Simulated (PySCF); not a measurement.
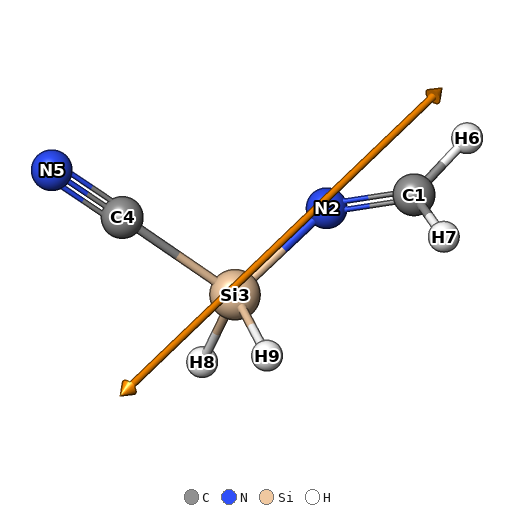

The double arrow shows the direction of the transition dipole to excited singlet state 8 (its length means nothing). The computed structure is the end point of a PBE0-D3(BJ)/def2-SVP optimisation. No frequency run is at hand to confirm it as a minimum. Properties computed with TDDFT CAM-B3LYP/def2-SVPD, vertical, gas phase, core orbitals frozen in the response (PySCF 2.14.0).

Give its energy, strength and character.

Answer. 7.64 eV (162 nm), oscillator strength 0.072, of mixed character, with the largest part HOMO → LUMO+3 (weight 0.49); transition dipole 1.58 D.
